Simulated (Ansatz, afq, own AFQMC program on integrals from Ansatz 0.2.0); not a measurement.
**HSBr (triplet): AFQMC on the coupled-cluster ladder at distance Br1–H2 along a hydrogen transfer = 1.523 Å, cc-pVTZ**

Aim: compute HSBr (triplet) with auxiliary-field quantum Monte Carlo on the same integrals as coupled cluster, and set the energies side by side.

Method: cc-pVTZ, frozen cores; program: Ansatz 0.2.0, Gaussian basis, and an in-house AFQMC program (afq) on its integrals; all values are calculated.

Plan: CCSD(T) on UHF; PBE (unrestricted); CCSDT(Q) on UHF; r2SCAN (unrestricted); PBE0 (unrestricted); B3LYP (unrestricted); wB97M-V (unrestricted); B2PLYP (unrestricted); Phaseless AFQMC, CISD trial on UHF.

## 1. What is computed

The geometry derives from fragments relaxed apart (PBE0/def2-TZVP) and kept rigid, so it is no stationary point. A hydrogen atom is moved between rigid fragments. No spin-orbit coupling is included. The filled d shell of Br may be among the frozen orbitals whatever the setting's name suggests; the logs give the count.

3 atoms, charge 0, spin multiplicity 3.

Atoms are counted from 1 here; the program's logs count them from 0.

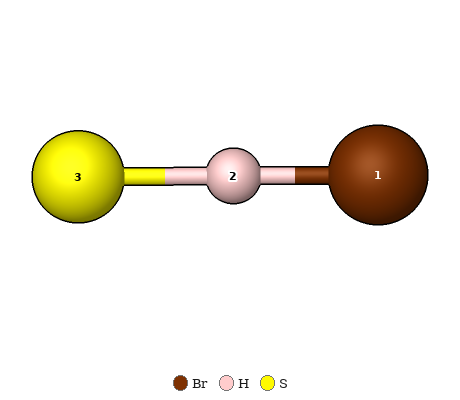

The geometry (bromine brown, hydrogen pink, sulfur yellow); atoms are numbered from 1 in the order of the file.

## 2. CCSD(T) on UHF

Contents of in.yaml:

```yaml
crystal:
  periodic: [false, false, false]
  atoms:
    - {symbol: Br, position_ang: [0.000000, 0.000000, -1.560333]}
    - {symbol: H, position_ang: [0.000000, 0.000000, -0.037333]}
    - {symbol: S, position_ang: [0.000000, 0.000000, 1.597667]}
basis:
  gaussian: {orbitals: cc-pVTZ}
magnetization: {spin_polarized: true, initial_magnetization: 2}
correlation: {method: ccsd_t, electrons: outside_noble_gas, hamiltonian_folder: ham}
```

Launch:

```console
$ ansatz run in.yaml --threads 1 --pin off --events-out ev --progress --plain --max-ram 16896MiB --backend cuda --devices 0, --max-vram 18GiB
```

The log of the run (excerpt; [...] marks lines left out):

```text
Functional definition: HF
  name "HF"
  cite "Fock, Z. Phys. 61, 126 (1930) doi:10.1007/BF01340294"
  parent pbe
[...]
552 factors; integrals over basis functions are off by at most 1.3e-3 eV
[...]
mean field -80832.10327253 eV, -2970.5250052980 hartree, gradient 6.2e-6 eV, S^2 2.042266; 11 other end points of the search recorded, 0 dependent functions left out
determinant -80832.10327253 eV, -2970.5250052980 hartree, with singles and doubles -80841.52007138 eV, -2970.8710662730 hartree
determinant -80832.04487938 eV, -2970.5228593894 hartree, with singles and doubles -80841.36069442 eV, -2970.8652092776 hartree
determinant -80830.13440160 eV, -2970.4526506257 hartree, with singles and doubles -80839.49530258 eV, -2970.7966573917 hartree
determinant -80829.64225905 eV, -2970.4345647208 hartree, with singles and doubles -80839.64317194 eV, -2970.8020914907 hartree
determinant -80832.10327253 eV, -2970.5250052980 hartree, with singles and doubles -80841.52047950 eV, -2970.8710812708 hartree
determinant -80832.04487938 eV, -2970.5228593894 hartree, with singles and doubles -80841.36364571 eV, -2970.8653177356 hartree
19 core orbitals not correlated: weight in the atoms' cores, before any rotation towards them, 1.000 or more for the frozen orbitals, at most 0.000 for the correlated occupied ones
reference -80832.10327253 eV, -2970.5250052980 hartree; 8, 6 occupied and 64, 66 virtual orbitals, 552 factors
second order -8.32679892 eV of doubles, -0.00000000 eV of singles
cycle   1  -9.41720295 eV  change    4.0e-6 eV  update   2.9e-6
perturbative correction -0.37174493 eV, -0.0136613741 hartree
Total energy: -80841.89222041 eV, -2970.8847424973 hartree
```

Wall time 11 s (1 × NVIDIA H100 80GB HBM3 with 1 thread of AMD EPYC 7R13 (Zen 3), shared host); peak host memory 1.6 GiB.

From the report: ⟨S²⟩ of the determinant 2.042 (pure triplet: 2.00); correlation -9.7889 eV; T1 0.014; largest double amplitude 0.06.

This run also writes the integrals to the folder ham.

## 3. PBE (unrestricted)

in.yaml: that of step 2 with these lines changed.

```diff
@@ -9,2 +9,3 @@
 magnetization: {spin_polarized: true, initial_magnetization: 2}
-correlation: {method: ccsd_t, electrons: outside_noble_gas, hamiltonian_folder: ham}
+hamiltonian: {xc: {name: PBE}}
+output: {orbitals: {seedname: orbitals}}
```

Launch:

```console
$ ansatz run in.yaml --threads 1 --pin off --events-out ev --progress --plain --max-ram 5632MiB --backend cpu
```

The log of the run (excerpt; [...] marks lines left out):

```text
Functional definition: PBE
  name "PBE"
  cite "Perdew, Burke & Ernzerhof, Phys. Rev. Lett. 77, 3865 (1996) doi:10.1103/PhysRevLett.77.3865"
  parent pbe
[...]
702 factors; their error is unknown
[...]
mean field -80882.04345029 eV, -2972.3602729800 hartree, gradient 4.1e-6 eV, S^2 2.004277; 16 other end points of the search recorded, 0 dependent functions left out
reference -80882.04347873 eV, -2972.3602740253 hartree; 27, 25 occupied and 64, 66 virtual orbitals, 702 factors
Total energy: -80882.04347873 eV, -2972.3602740253 hartree
```

It took 13 s on 1 thread of AMD EPYC 7R13 (Zen 3), shared host; peak memory 1.6 GiB.

From the report: ⟨S²⟩ of the determinant 2.004 (pure triplet: 2.00).

## 4. CCSDT(Q) on UHF

in.yaml: that of step 3 with these lines changed.

```diff
@@ -9,3 +9,2 @@
 magnetization: {spin_polarized: true, initial_magnetization: 2}
-hamiltonian: {xc: {name: PBE}}
-output: {orbitals: {seedname: orbitals}}
+correlation: {method: ccsdt_q, electrons: outside_noble_gas}
```

Launch:

```console
$ ansatz run in.yaml --threads 1 --pin off --events-out ev --progress --plain --max-ram 16896MiB --backend cuda --devices 0, --max-vram 18GiB
```

The log of the run (excerpt; [...] marks lines left out):

```text
Functional definition: HF
  name "HF"
  cite "Fock, Z. Phys. 61, 126 (1930) doi:10.1007/BF01340294"
  parent pbe
[...]
1003 factors; integrals over basis functions are off by at most 2.4e-7 eV
[...]
mean field -80832.10329083 eV, -2970.5250059706 hartree, gradient 7.9e-6 eV, S^2 2.042266; 10 other end points of the search recorded, 0 dependent functions left out
determinant -80832.10329083 eV, -2970.5250059706 hartree, with singles and doubles -80841.52008882 eV, -2970.8710669138 hartree
determinant -80832.04489994 eV, -2970.5228601449 hartree, with singles and doubles -80841.36071033 eV, -2970.8652098623 hartree
determinant -80830.13442375 eV, -2970.4526514399 hartree, with singles and doubles -80839.49532854 eV, -2970.7966583457 hartree
determinant -80829.64228763 eV, -2970.4345657712 hartree, with singles and doubles -80839.64318798 eV, -2970.8020920801 hartree
determinant -80832.10329083 eV, -2970.5250059706 hartree, with singles and doubles -80841.52049687 eV, -2970.8710819094 hartree
determinant -80832.04489994 eV, -2970.5228601449 hartree, with singles and doubles -80841.36366149 eV, -2970.8653183153 hartree
19 core orbitals not correlated: weight in the atoms' cores, before any rotation towards them, 1.000 or more for the frozen orbitals, at most 0.000 for the correlated occupied ones
reference -80832.10329083 eV, -2970.5250059706 hartree; 8, 6 occupied and 64, 66 virtual orbitals, 1003 factors
second order -8.32683921 eV of doubles, -0.00000000 eV of singles
cycle   1  -9.11306009 eV  change   -7.9e-1 eV  update   8.3e-2
[...]
cycle  17  -9.82692945 eV  change    1.6e-6 eV  update   1.2e-6
perturbative correction -0.01624850 eV, -0.0005971215 hartree
Total energy: -80841.94646878 eV, -2970.8867360882 hartree
```

It took 28 s on 1 × NVIDIA H100 80GB HBM3 with 1 thread of AMD EPYC 7R13 (Zen 3), shared host; peak host memory 1.6 GiB.

From the report: ⟨S²⟩ of the determinant 2.042 (pure triplet: 2.00); correlation -9.8432 eV; T1 0.015; largest double amplitude 0.07.

## 5. r2SCAN (unrestricted)

in.yaml: that of step 4 with these lines changed.

```diff
@@ -9,2 +9,2 @@
 magnetization: {spin_polarized: true, initial_magnetization: 2}
-correlation: {method: ccsdt_q, electrons: outside_noble_gas}
+hamiltonian: {xc: {name: r2SCAN}}
```

Launch:

```console
$ ansatz run in.yaml --threads 1 --pin off --events-out ev --progress --plain --max-ram 5632MiB --backend cpu
```

The log of the run (excerpt; [...] marks lines left out):

```text
Functional definition: r2SCAN
  name "r2SCAN"
  cite "Furness, Kaplan, Ning, Perdew & Sun, J. Phys. Chem. Lett. 11, 8208 (2020) doi:10.1021/acs.jpclett.0c02405"
  cite "Furness, Kaplan, Ning, Perdew & Sun, J. Phys. Chem. Lett. 11, 9248 (2020) doi:10.1021/acs.jpclett.0c03077"
  parent r2scan
[...]
702 factors; their error is unknown
[...]
mean field -80896.03168334 eV, -2972.8743310632 hartree, gradient 3.0e-6 eV, S^2 2.008759; 12 other end points of the search recorded, 0 dependent functions left out
reference -80896.03169216 eV, -2972.8743313873 hartree; 27, 25 occupied and 64, 66 virtual orbitals, 702 factors
Total energy: -80896.03169216 eV, -2972.8743313873 hartree
```

Wall time 36 s (1 thread of AMD EPYC 7R13 (Zen 3), shared host); peak memory 1.6 GiB.

From the report: ⟨S²⟩ of the determinant 2.009 (pure triplet: 2.00).

## 6. PBE0 (unrestricted)

in.yaml: that of step 5 with these lines changed.

```diff
@@ -9,2 +9,3 @@
 magnetization: {spin_polarized: true, initial_magnetization: 2}
-hamiltonian: {xc: {name: r2SCAN}}
+hamiltonian: {xc: {name: PBE0}}
+output: {orbitals: {seedname: orbitals}}
```

The command is unchanged.

The log of the run (excerpt; [...] marks lines left out):

```text
Functional definition: PBE0
  name "PBE0"
  cite "Adamo & Barone, J. Chem. Phys. 110, 6158 (1999) doi:10.1063/1.478522"
  cite "Perdew, Burke & Ernzerhof, Phys. Rev. Lett. 77, 3865 (1996) doi:10.1103/PhysRevLett.77.3865"
  parent pbe
[...]
552 factors; integrals over basis functions are off by at most 1.3e-3 eV
[...]
mean field -80885.27151524 eV, -2972.4789021789 hartree, gradient 1.4e-6 eV, S^2 2.010012; 3 other end points of the search recorded, 0 dependent functions left out
reference -80885.27153682 eV, -2972.4789029720 hartree; 27, 25 occupied and 64, 66 virtual orbitals, 552 factors
Total energy: -80885.27153682 eV, -2972.4789029720 hartree
```

Run time: 11 s. Hardware: 1 thread of AMD EPYC 7R13 (Zen 3), shared host; peak memory 1.7 GiB.

From the report: ⟨S²⟩ of the determinant 2.010 (pure triplet: 2.00).

## 7. B3LYP (unrestricted)

in.yaml: that of step 6 with these lines changed.

```diff
@@ -9,3 +9,2 @@
 magnetization: {spin_polarized: true, initial_magnetization: 2}
-hamiltonian: {xc: {name: PBE0}}
-output: {orbitals: {seedname: orbitals}}
+hamiltonian: {xc: {name: B3LYP}}
```

The command is unchanged.

The log of the run (excerpt; [...] marks lines left out):

```text
Functional definition: B3LYP
  name "B3LYP"
  cite "Stephens, Devlin, Chabalowski & Frisch, J. Phys. Chem. 98, 11623 (1994) doi:10.1021/j100096a001"
  cite "Becke, Phys. Rev. A 38, 3098 (1988) doi:10.1103/PhysRevA.38.3098"
  cite "Lee, Yang & Parr, Phys. Rev. B 37, 785 (1988) doi:10.1103/PhysRevB.37.785"
  cite "Vosko, Wilk & Nusair, Can. J. Phys. 58, 1200 (1980) doi:10.1139/p80-159"
[...]
552 factors; integrals over basis functions are off by at most 1.3e-3 eV
[...]
mean field -80898.55431571 eV, -2972.9670360926 hartree, gradient 1.9e-6 eV, S^2 2.007598; 10 other end points of the search recorded, 0 dependent functions left out
reference -80898.55451571 eV, -2972.9670434427 hartree; 27, 25 occupied and 64, 66 virtual orbitals, 552 factors
Total energy: -80898.55451571 eV, -2972.9670434427 hartree
```

It took 22 s on 1 thread of AMD EPYC 7R13 (Zen 3), shared host; peak memory 1.7 GiB.

From the report: ⟨S²⟩ of the determinant 2.008 (pure triplet: 2.00).

## 8. wB97M-V (unrestricted)

in.yaml: that of step 7 with these lines changed.

```diff
@@ -9,2 +9,3 @@
 magnetization: {spin_polarized: true, initial_magnetization: 2}
-hamiltonian: {xc: {name: B3LYP}}
+hamiltonian: {xc: {name: wB97M-V}}
+output: {orbitals: {seedname: orbitals}}
```

The command is unchanged.

The log of the run (excerpt; [...] marks lines left out):

```text
Functional definition: wB97M-V
  name "wB97M-V"
  cite "Mardirossian & Head-Gordon, J. Chem. Phys. 144, 214110 (2016) doi:10.1063/1.4952647"
  cite "Becke, J. Chem. Phys. 107, 8554 (1997) doi:10.1063/1.475007"
  cite "Vydrov & Van Voorhis, J. Chem. Phys. 133, 244103 (2010) doi:10.1063/1.3521275"
  # Of w^i u^j: cxij and so on, Table III.
[...]
  gx(w, u) = 1 - cx + cx01*u + cx10*w
  gss(w, u) = css00 + css04*u^4 + css10*w + css20*w^2 + css43*w^4*u^3
  gos(w, u) = cos00 + cos10*w + (cos20 + cos21*u)*w^2 + (cos60 + cos61*u)*w^6
[...]
      + integral(e_c_pw_mod_opposite_spin*gos(b97_w_opposite, b97_u_opposite)) + vv10(b, c)
552 factors; integrals over basis functions are off by at most 1.3e-3 eV
115 factors; integrals over basis functions are off by at most 5.3e-5 eV
[...]
mean field -80892.42126943 eV, -2972.7416507992 hartree, gradient 2.0e-6 eV, S^2 2.009364; 1 other end points of the search recorded, 0 dependent functions left out
reference -80892.42130040 eV, -2972.7416519372 hartree; 27, 25 occupied and 64, 66 virtual orbitals, 552 factors
Total energy: -80892.42130040 eV, -2972.7416519372 hartree
```

Run time: 15 s. Hardware: 1 thread of AMD EPYC 7R13 (Zen 3), shared host; peak memory 1.7 GiB.

From the report: ⟨S²⟩ of the determinant 2.009 (pure triplet: 2.00).

## 9. B2PLYP (unrestricted)

in.yaml: that of step 8 with these lines changed.

```diff
@@ -9,3 +9,3 @@
 magnetization: {spin_polarized: true, initial_magnetization: 2}
-hamiltonian: {xc: {name: wB97M-V}}
-output: {orbitals: {seedname: orbitals}}
+hamiltonian: {xc: {name: B2PLYP}}
+correlation: {electrons: outside_noble_gas}
```

Launched as before.

The log of the run (excerpt; [...] marks lines left out):

```text
Functional definition: B2PLYP
  name "B2PLYP"
  cite "Grimme, J. Chem. Phys. 124, 034108 (2006) doi:10.1063/1.2148954"
  cite "Becke, Phys. Rev. A 38, 3098 (1988) doi:10.1103/PhysRevA.38.3098"
  cite "Lee, Yang & Parr, Phys. Rev. B 37, 785 (1988) doi:10.1103/PhysRevB.37.785"
[...]
552 factors; integrals over basis functions are off by at most 1.3e-3 eV
[...]
mean field -80879.56141777 eV, -2972.2690599673 hartree, gradient 1.2e-6 eV, S^2 2.018303; 5 other end points of the search recorded, 0 dependent functions left out
19 core orbitals not correlated: weight in the atoms' cores, before any rotation towards them, 1.000 or more for the frozen orbitals, at most 0.000 for the correlated occupied ones
reference -80879.56154581 eV, -2972.2690646729 hartree; 8, 6 occupied and 64, 66 virtual orbitals, 552 factors
second order -10.26577085 eV of doubles, -0.00000000 eV of singles
Total energy: -80882.33330394 eV, -2972.3709249054 hartree
```

Run time: 13 s. Hardware: 1 thread of AMD EPYC 7R13 (Zen 3), shared host; peak memory 1.7 GiB.

From the report: ⟨S²⟩ of the determinant 2.018 (pure triplet: 2.00).

## 10. Phaseless AFQMC, CISD trial on UHF

It reads the integrals that the CCSD(T) run on this determinant wrote.

Launch:

```console
$ afq ham --method phaseless --trial cisd --walkers 2600 --populations 20 --least-time 60 --time-step 0.005 --steps-per-block 50 --equilibration-blocks 28 --max-blocks 4000 --target-error 0.00022 --factor-cut 1e-05 --start spin_pure --seed 193 --release-times 0.24,0.51,0.99,1.62,2.4 --release-step 0.03 --release-every 3 --taylor-order 6
```

The log of the run:

```text
orbitals 72  electrons 8 6  factors 485 of 552
reference energy -2970.52500530 Eh
CCSD correlation -0.34607594 Eh in 12 cycles, weight of the determinant in the CISD state 0.8538
energy of the start -2970.868756 Eh
 block  time / (1/Eh)  mean weight  energy / Eh
     1     0.250  0.9997  -2970.863829
     2     0.500  0.9996  -2970.868833
     3     0.750  1.0004  -2970.873060
     4     1.000  1.0005  -2970.876435
     5     1.250  0.9999  -2970.878726
     6     1.500  1.0002  -2970.881252
     7     1.750  1.0000  -2970.882937
     8     2.000  1.0000  -2970.884306
     9     2.250  1.0000  -2970.884854
    10     2.500  1.0002  -2970.886112
    11     2.750  1.0004  -2970.884618
    12     3.000  0.9999  -2970.884814
    13     3.250  0.9999  -2970.885766
    14     3.500  0.9999  -2970.887273
    15     3.750  0.9999  -2970.887272
    16     4.000  0.9994  -2970.886200
    17     4.250  0.9995  -2970.886105
    18     4.500  0.9997  -2970.887414
    19     4.750  1.0000  -2970.885769
    20     5.000  0.9998  -2970.886269
    21     5.250  0.9998  -2970.886930
    22     5.500  1.0001  -2970.887137
    23     5.750  1.0000  -2970.886544
    24     6.000  0.9999  -2970.885854
    25     6.250  1.0002  -2970.885674
    26     6.500  0.9997  -2970.886096
    27     6.750  1.0001  -2970.885838
    28     7.000  1.0000  -2970.885697
    29     7.250  0.9996  -2970.884642
    30     7.500  0.9999  -2970.884506
    31     7.750  1.0000  -2970.885261
    32     8.000  1.0001  -2970.884856
    33     8.250  0.9998  -2970.884225
    34     8.500  0.9997  -2970.884639
    35     8.750  0.9995  -2970.885236
    36     9.000  1.0001  -2970.885363
    37     9.250  0.9997  -2970.886195
    38     9.500  1.0001  -2970.885173
    39     9.750  1.0002  -2970.885526
    40    10.000  0.9999  -2970.885624
    41    10.250  1.0002  -2970.885520
    42    10.500  0.9997  -2970.886396
    43    10.750  0.9993  -2970.885159
    44    11.000  1.0000  -2970.885877
    45    11.250  1.0001  -2970.886769
    46    11.500  0.9999  -2970.886597
    47    11.750  1.0002  -2970.886644
    48    12.000  0.9999  -2970.885789
    49    12.250  0.9998  -2970.886457
    50    12.500  1.0007  -2970.885959
    51    12.750  1.0000  -2970.884400
    52    13.000  1.0002  -2970.884954
    53    13.250  1.0001  -2970.886115
    54    13.500  0.9994  -2970.887124
    55    13.750  0.9995  -2970.885766
    56    14.000  1.0002  -2970.885823
    57    14.250  0.9999  -2970.885848
    58    14.500  0.9999  -2970.887031
    59    14.750  1.0000  -2970.885690
    60    15.000  1.0003  -2970.885611
    61    15.250  1.0000  -2970.886238
    62    15.500  0.9995  -2970.885643
    63    15.750  1.0004  -2970.885395
    64    16.000  0.9998  -2970.884826
    65    16.250  1.0003  -2970.884481
    66    16.500  0.9999  -2970.884675
    67    16.750  1.0002  -2970.885391
    68    17.000  1.0000  -2970.883710
    69    17.250  0.9999  -2970.885130
    70    17.500  0.9997  -2970.885003
    71    17.750  1.0003  -2970.886430
    72    18.000  0.9993  -2970.885799
    73    18.250  1.0000  -2970.885639
    74    18.500  1.0005  -2970.884985
    75    18.750  1.0002  -2970.885453
    76    19.000  1.0000  -2970.885825
    77    19.250  1.0002  -2970.885231
    78    19.500  0.9999  -2970.885473
error from the spread of 20 populations
released: time / (1/Eh)  energy / Eh  error  mean overlap
  0.24  -2970.886195  0.000205  0.9945
  0.51  -2970.886357  0.000158  0.9913
  0.99  -2970.886777  0.000234  0.9883
  1.62  -2970.886945  0.000222  0.9796
  2.40  -2970.887178  0.000585  0.9725
energy -2970.885522 +/- 0.000184 Eh
```

It took 2.1 min on 1 × NVIDIA H100 80GB HBM3 with 2 threads of AMD EPYC 7R13 (Zen 3), shared host; peak host memory 1.7 GiB.

Energy -80841.9134 ± 0.0050 eV. Caveats: constraint bias not in the error.

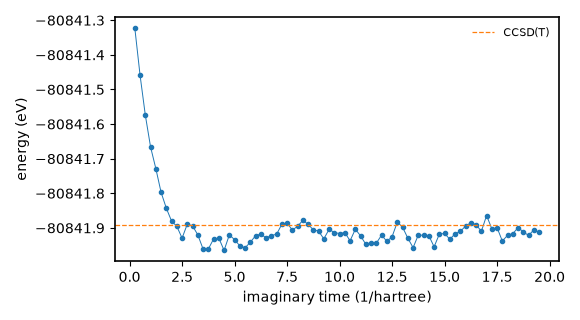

Block energies along the walk.

## 11. All levels side by side

On the UHF determinant, counted from CCSDT(Q) (a yardstick, not exact):

```csv
level,energy (eV),from CCSDT(Q) (kJ/mol),statistical error (kJ/mol),time
HF,-80832.1033,+949.7,,
MP2,-80840.4301,+146.3,,
CCSD,-80841.5205,+41.1,,
CCSD(T),-80841.8922,+5.2,,
CCSDT(Q),-80841.9465,0.0,,
"Phaseless AFQMC, CISD trial, step 0.005, 2600 walkers",-80841.9134,+3.2,0.5,2.1 min
```

The functionals' totals stand on their own zeros and serve differences with other points: PBE -80882.043 eV; r2SCAN -80896.032 eV; PBE0 -80885.272 eV; B3LYP -80898.555 eV; wB97M-V -80892.421 eV; B2PLYP -80882.333 eV.

## 12. Results

| quantity | value |
| --- | --- |
| CCSD(T) on UHF from CCSDT(Q) | +5.2 kJ/mol |
| Phaseless AFQMC, CISD trial on UHF from CCSDT(Q) | +3.2 ± 0.5 kJ/mol |

On UHF the phaseless walk with the CISD trial lies +3.2 kJ/mol from CCSDT(Q), 7 times its error bar. Error bars are statistical and leave out the constraint, the time step and what remains of the start.
